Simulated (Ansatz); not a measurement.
# SiH3Cl2: molecular dynamics (part 4 of 4)

SiH3Cl2, multiplicity 2; UHF/def2-SVP (Ansatz 0.2.0). It belongs to a series of runs on one base structure; here: dynamics from the highest image of the converged band.

Geometry of the input (Å):
```
Si 0.0076  0.0000  -0.0088
H  -0.0202  0.0000  1.6888
H  1.3777  0.0000  -0.5434
Cl -0.9655  1.6895  -0.6758
Cl -0.9655  -1.6895  -0.6758
H  -0.0638  0.0000  2.6901
```

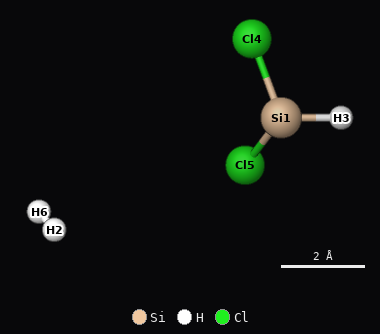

**Figure 1.** The geometry at step 164 of the log (ball-and-stick view, seen at a tilt; atoms are numbered from 1 in the order of the input).

### Trajectory as extended XYZ, continued
```
6
Properties=species:S:1:pos:R:3:forces:R:3 step=128 time_fs=64.0 energy=-32907.24147 temperature=1804.2
Si    0.1115    0.0091   -0.3181    0.0409  -0.3184  -0.0854
H    -0.2418   -0.1184    6.8265   -0.9317   0.3111   0.0677
H     1.2552    0.0395   -1.2490    0.0178  -0.0852   0.0436
Cl   -0.9855    1.7111   -0.6728   -0.1880   0.0852   0.0015
Cl   -0.9921   -1.7197   -0.6788    0.1291   0.3185   0.0403
H    -0.9746    0.1263    6.8791    0.9318  -0.3112  -0.0677
6
Properties=species:S:1:pos:R:3:forces:R:3 step=131 time_fs=65.5 energy=-32907.17799 temperature=1686.2
Si    0.1128    0.0099   -0.3273    0.0998  -0.3478  -0.0440
H    -0.2963   -0.1038    6.9701    2.6369  -0.8746  -0.0806
H     1.2536    0.0452   -1.2614    0.0130  -0.0983   0.0334
Cl   -0.9852    1.7085   -0.6725   -0.2334   0.1519  -0.0136
Cl   -0.9925   -1.7179   -0.6787    0.1205   0.2942   0.0243
H    -0.9491    0.1126    6.9902   -2.6368   0.8746   0.0805
6
Properties=species:S:1:pos:R:3:forces:R:3 step=134 time_fs=67.0 energy=-32907.21682 temperature=1756.8
Si    0.1141    0.0105   -0.3366    0.1528  -0.3705   0.0029
H    -0.3024   -0.1053    7.1126    1.7777  -0.5848   0.0275
H     1.2523    0.0488   -1.2732    0.0119  -0.1062   0.0181
Cl   -0.9851    1.7060   -0.6721   -0.2723   0.2121  -0.0289
Cl   -0.9928   -1.7160   -0.6786    0.1076   0.2646   0.0080
H    -0.9720    0.1150    7.1024   -1.7777   0.5848  -0.0276
6
Properties=species:S:1:pos:R:3:forces:R:3 step=137 time_fs=68.5 energy=-32907.21155 temperature=1748.8
Si    0.1155    0.0108   -0.3459    0.2004  -0.3853   0.0518
H    -0.2739   -0.1181    7.2552   -1.5652   0.5113  -0.0836
H     1.2512    0.0501   -1.2845    0.0124  -0.1086   0.0001
Cl   -0.9851    1.7036   -0.6718   -0.3033   0.2638  -0.0439
Cl   -0.9930   -1.7138   -0.6785    0.0904   0.2301  -0.0080
H    -1.0295    0.1287    7.2146    1.5652  -0.5113   0.0836
6
Properties=species:S:1:pos:R:3:forces:R:3 step=140 time_fs=70.0 energy=-32907.14876 temperature=1631.4
Si    0.1170    0.0107   -0.3552    0.2447  -0.3913   0.0981
H    -0.2746   -0.1214    7.3960   -2.3179   0.7528  -0.1993
H     1.2504    0.0490   -1.2959    0.0114  -0.1053  -0.0171
Cl   -0.9854    1.7014   -0.6715   -0.3253   0.3055  -0.0580
Cl   -0.9932   -1.7116   -0.6784    0.0691   0.1911  -0.0229
H    -1.0578    0.1329    7.3285    2.3180  -0.7528   0.1992
6
Properties=species:S:1:pos:R:3:forces:R:3 step=143 time_fs=71.5 energy=-32907.25020 temperature=1819.8
Si    0.1188    0.0104   -0.3644    0.2874  -0.3874   0.1375
H    -0.3212   -0.1099    7.5329   -0.4814   0.1554  -0.0576
H     1.2498    0.0458   -1.3076    0.0059  -0.0969  -0.0304
Cl   -0.9858    1.6994   -0.6712   -0.3375   0.3360  -0.0708
Cl   -0.9933   -1.7092   -0.6783    0.0442   0.1483  -0.0363
H    -1.0402    0.1223    7.4463    0.4814  -0.1554   0.0575
6
Properties=species:S:1:pos:R:3:forces:R:3 step=146 time_fs=73.0 energy=-32907.15834 temperature=1650.7
Si    0.1208    0.0097   -0.3734    0.3285  -0.3730   0.1675
H    -0.3745   -0.0961    7.6693    2.9576  -0.9473   0.4834
H     1.2493    0.0404   -1.3200   -0.0050  -0.0838  -0.0379
Cl   -0.9864    1.6976   -0.6710   -0.3396   0.3544  -0.0818
Cl   -0.9934   -1.7068   -0.6783    0.0162   0.1024  -0.0477
H    -1.0159    0.1094    7.5646   -2.9576   0.9473  -0.4834
6
Properties=species:S:1:pos:R:3:forces:R:3 step=149 time_fs=74.5 energy=-32907.23632 temperature=1792.8
Si    0.1230    0.0088   -0.3824    0.3661  -0.3480   0.1878
H    -0.3745   -0.0994    7.8147    1.1826  -0.3756   0.2487
H     1.2488    0.0332   -1.3331   -0.0200  -0.0667  -0.0402
Cl   -0.9873    1.6959   -0.6708   -0.3318   0.3604  -0.0907
Cl   -0.9935   -1.7043   -0.6782   -0.0143   0.0543  -0.0569
H    -1.0449    0.1136    7.6739   -1.1825   0.3756  -0.2488
6
Properties=species:S:1:pos:R:3:forces:R:3 step=152 time_fs=76.0 energy=-32907.19387 temperature=1716.0
Si    0.1255    0.0076   -0.3912    0.3962  -0.3127   0.1997
H    -0.3501   -0.1104    7.9648   -1.8004   0.5677  -0.4480
H     1.2478    0.0246   -1.3472   -0.0357  -0.0464  -0.0391
Cl   -0.9883    1.6946   -0.6707   -0.3144   0.3540  -0.0971
Cl   -0.9936   -1.7017   -0.6782   -0.0461   0.0051  -0.0635
H    -1.0983    0.1255    7.7785    1.8005  -0.5677   0.4479
6
Properties=species:S:1:pos:R:3:forces:R:3 step=155 time_fs=77.5 energy=-32907.16109 temperature=1654.7
Si    0.1284    0.0062   -0.3998    0.4146  -0.2676   0.2054
H    -0.3600   -0.1106    8.1061   -2.1574   0.6760  -0.6101
H     1.2460    0.0150   -1.3620   -0.0480  -0.0240  -0.0374
Cl   -0.9896    1.6934   -0.6706   -0.2881   0.3359  -0.1006
Cl   -0.9937   -1.6992   -0.6782   -0.0785  -0.0443  -0.0672
H    -1.1173    0.1266    7.8919    2.1574  -0.6760   0.6100
6
Properties=species:S:1:pos:R:3:forces:R:3 step=158 time_fs=79.0 energy=-32907.25650 temperature=1831.2
Si    0.1315    0.0045   -0.4083    0.4179  -0.2137   0.2069
H    -0.4125   -0.0976    8.2355    0.0251  -0.0078   0.0082
H     1.2432    0.0049   -1.3777   -0.0538  -0.0007  -0.0375
Cl   -0.9910    1.6924   -0.6706   -0.2540   0.3069  -0.1012
Cl   -0.9939   -1.6967   -0.6783   -0.1102  -0.0925  -0.0682
H    -1.0939    0.1145    8.0172   -0.0251   0.0078  -0.0083
6
Properties=species:S:1:pos:R:3:forces:R:3 step=161 time_fs=80.5 energy=-32907.15085 temperature=1637.7
Si    0.1350    0.0027   -0.4166    0.4054  -0.1524   0.2050
H    -0.4619   -0.0854    8.3663    3.0099  -0.9282   1.1088
H     1.2392   -0.0052   -1.3942   -0.0521   0.0222  -0.0400
Cl   -0.9925    1.6917   -0.6707   -0.2132   0.2685  -0.0986
Cl   -0.9942   -1.6942   -0.6784   -0.1400  -0.1383  -0.0663
H    -1.0734    0.1032    8.1411   -3.0099   0.9282  -1.1088
6
Properties=species:S:1:pos:R:3:forces:R:3 step=164 time_fs=82.0 energy=-32907.25268 temperature=1823.6
Si    0.1388    0.0008   -0.4248    0.3787  -0.0854   0.1988
H    -0.4577   -0.0898    8.5170    0.5792  -0.1769   0.2427
H     1.2342   -0.0149   -1.4116   -0.0445   0.0436  -0.0439
Cl   -0.9942    1.6911   -0.6708   -0.1673   0.2223  -0.0930
Cl   -0.9945   -1.6918   -0.6786   -0.1669  -0.1805  -0.0619
H    -1.1067    0.1085    8.2452   -0.5791   0.1769  -0.2428
6
Properties=species:S:1:pos:R:3:forces:R:3 step=167 time_fs=83.5 energy=-32907.17926 temperature=1688.9
Si    0.1428   -0.0012   -0.4328    0.3413  -0.0148   0.1861
H    -0.4398   -0.0983    8.6729   -1.8977   0.5750  -0.8746
H     1.2282   -0.0236   -1.4299   -0.0341   0.0623  -0.0464
Cl   -0.9960    1.6906   -0.6710   -0.1178   0.1703  -0.0846
Cl   -0.9949   -1.6895   -0.6788   -0.1895  -0.2178  -0.0551
H    -1.1535    0.1179    8.3440    1.8978  -0.5750   0.8745
6
Properties=species:S:1:pos:R:3:forces:R:3 step=170 time_fs=85.0 energy=-32907.17845 temperature=1687.4
Si    0.1472   -0.0032   -0.4407    0.2973   0.0574   0.1646
H    -0.4589   -0.0957    8.8117   -1.8835   0.5665  -0.9401
H     1.2214   -0.0310   -1.4491   -0.0246   0.0776  -0.0446
Cl   -0.9979    1.6902   -0.6712   -0.0660   0.1143  -0.0735
Cl   -0.9955   -1.6874   -0.6790   -0.2068  -0.2492  -0.0464
H    -1.1635    0.1162    8.4600    1.8835  -0.5665   0.9400
6
Properties=species:S:1:pos:R:3:forces:R:3 step=173 time_fs=86.5 energy=-32907.25409 temperature=1826.3
Si    0.1517   -0.0051   -0.4484    0.2496   0.1287   0.1329
H    -0.5146   -0.0821    8.9322    0.5208  -0.1553   0.2831
H     1.2142   -0.0367   -1.4694   -0.0184   0.0887  -0.0365
Cl   -0.9998    1.6899   -0.6715   -0.0135   0.0563  -0.0602
Cl   -0.9961   -1.6854   -0.6793   -0.2177  -0.2737  -0.0362
H    -1.1367    0.1035    8.5941   -0.5208   0.1553  -0.2831
6
Properties=species:S:1:pos:R:3:forces:R:3 step=176 time_fs=88.0 energy=-32907.15186 temperature=1639.7
Si    0.1565   -0.0070   -0.4561    0.1991   0.1969   0.0922
H    -0.5583   -0.0720    9.0598    2.7804  -0.8199   1.6704
H     1.2065   -0.0405   -1.4904   -0.0160   0.0954  -0.0221
Cl   -1.0017    1.6897   -0.6718    0.0384  -0.0018  -0.0449
Cl   -0.9969   -1.6836   -0.6796   -0.2216  -0.2904  -0.0251
H    -1.1220    0.0943    8.7212   -2.7804   0.8199  -1.6704
6
Properties=species:S:1:pos:R:3:forces:R:3 step=179 time_fs=89.5 energy=-32907.25831 temperature=1834.6
Si    0.1614   -0.0087   -0.4637    0.1448   0.2600   0.0457
H    -0.5524   -0.0765    9.2172    0.0524  -0.0153   0.0345
H     1.1985   -0.0423   -1.5119   -0.0155   0.0972  -0.0037
Cl   -1.0036    1.6894   -0.6721    0.0885  -0.0582  -0.0283
Cl   -0.9979   -1.6820   -0.6798   -0.2178  -0.2990  -0.0136
H    -1.1569    0.0997    8.8185   -0.0524   0.0153  -0.0346
6
Properties=species:S:1:pos:R:3:forces:R:3 step=182 time_fs=91.0 energy=-32907.16413 temperature=1660.5
Si    0.1664   -0.0102   -0.4712    0.0845   0.3163  -0.0020
H    -0.5429   -0.0821    9.3764   -1.8528   0.5348  -1.3129
H     1.1901   -0.0419   -1.5334   -0.0139   0.0941   0.0150
Cl   -1.0055    1.6891   -0.6725    0.1356  -0.1113  -0.0108
Cl   -0.9990   -1.6805   -0.6802   -0.2063  -0.2992  -0.0022
H    -1.1954    0.1062    8.9140    1.8528  -0.5348   1.3129
6
Properties=species:S:1:pos:R:3:forces:R:3 step=185 time_fs=92.5 energy=-32907.19503 temperature=1718.3
Si    0.1715   -0.0115   -0.4787    0.0164   0.3645  -0.0459
H    -0.5698   -0.0772    9.5097   -1.5224   0.4352  -1.1503
H     1.1814   -0.0396   -1.5547   -0.0085   0.0863   0.0302
Cl   -1.0072    1.6887   -0.6728    0.1791  -0.1597   0.0071
Cl   -1.0002   -1.6792   -0.6805   -0.1869  -0.2911   0.0086
H    -1.1975    0.1022    9.0354    1.5224  -0.4352   1.1503
6
Properties=species:S:1:pos:R:3:forces:R:3 step=188 time_fs=94.0 energy=-32907.23972 temperature=1799.3
Si    0.1766   -0.0124   -0.4863   -0.0595   0.4033  -0.0826
H    -0.6259   -0.0640    9.6212    0.9286  -0.2624   0.7546
H     1.1726   -0.0354   -1.5753    0.0018   0.0742   0.0396
Cl   -1.0089    1.6882   -0.6732    0.2181  -0.2024   0.0247
Cl   -1.0015   -1.6781   -0.6808   -0.1603  -0.2751   0.0184
H    -1.1704    0.0899    9.1787   -0.9286   0.2624  -0.7546
6
Properties=species:S:1:pos:R:3:forces:R:3 step=191 time_fs=95.5 energy=-32907.15932 temperature=1652.7
Si    0.1817   -0.0131   -0.4939   -0.1410   0.4315  -0.1109
H    -0.6631   -0.0560    9.7486    2.3155  -0.6443   2.0534
H     1.1638   -0.0296   -1.5951    0.0162   0.0586   0.0426
Cl   -1.0104    1.6877   -0.6735    0.2520  -0.2383   0.0415
Cl   -1.0029   -1.6772   -0.6810   -0.1272  -0.2518   0.0267
H    -1.1622    0.0828    9.3060   -2.3155   0.6443  -2.0534
6
Properties=species:S:1:pos:R:3:forces:R:3 step=194 time_fs=97.0 energy=-32907.25187 temperature=1823.0
Si    0.1866   -0.0134   -0.5017   -0.2237   0.4484  -0.1317
H    -0.6585   -0.0598    9.9128   -0.3366   0.0922  -0.3235
H     1.1554   -0.0226   -1.6139    0.0319   0.0405   0.0414
Cl   -1.0118    1.6869   -0.6739    0.2803  -0.2667   0.0569
Cl   -1.0044   -1.6764   -0.6813   -0.0885  -0.2222   0.0334
H    -1.1958    0.0874    9.3964    0.3366  -0.0922   0.3235
6
Properties=species:S:1:pos:R:3:forces:R:3 step=197 time_fs=98.5 energy=-32907.14938 temperature=1632.6
Si    0.1914   -0.0134   -0.5095   -0.3027   0.4535  -0.1474
H    -0.6581   -0.0623   10.0724   -1.6749   0.4527  -1.7160
H     1.1477   -0.0147   -1.6319    0.0454   0.0210   0.0390
Cl   -1.0130    1.6860   -0.6741    0.3028  -0.2872   0.0703
Cl   -1.0059   -1.6758   -0.6816   -0.0456  -0.1873   0.0382
H    -1.2251    0.0909    9.4915    1.6749  -0.4527   1.7160
6
Properties=species:S:1:pos:R:3:forces:R:3 step=200 time_fs=100.0 energy=-32907.20905 temperature=1744.1
Si    0.1959   -0.0131   -0.5174   -0.3734   0.4467  -0.1605
H    -0.6909   -0.0559   10.1980   -1.1118   0.2963  -1.2103
H     1.1409   -0.0063   -1.6490    0.0538   0.0011   0.0385
Cl   -1.0140    1.6850   -0.6744    0.3192  -0.2995   0.0812
Cl   -1.0075   -1.6752   -0.6818    0.0004  -0.1483   0.0409
H    -1.2213    0.0854    9.6207    1.1118  -0.2963   1.2103
```

### Results in brief

| quantity | value |
| --- | --- |
| outcome | finished |
| mean temperature over the second half | 1727 K |
| trajectory | 200 steps, 100 fs |
| ensemble | nve |
| temperature in the input | 100.0 K |
| time step | 0.5 fs |
| potential energy (last step) | −32907.2090 eV |
| mean-field energy (last step) | −32907.2090 eV |
| ⟨S²⟩ (last step) | 0.754 |
| largest force (length of the vector) (last step) | 1.670 eV/Å |
| hardware | 1 thread of Arm Neoverse V2, 24 GiB of memory available, shared host |
| wall time | 2.7 min |
| peak memory | 0.14 GiB |

### Notes

So short a trajectory is not equilibrated.
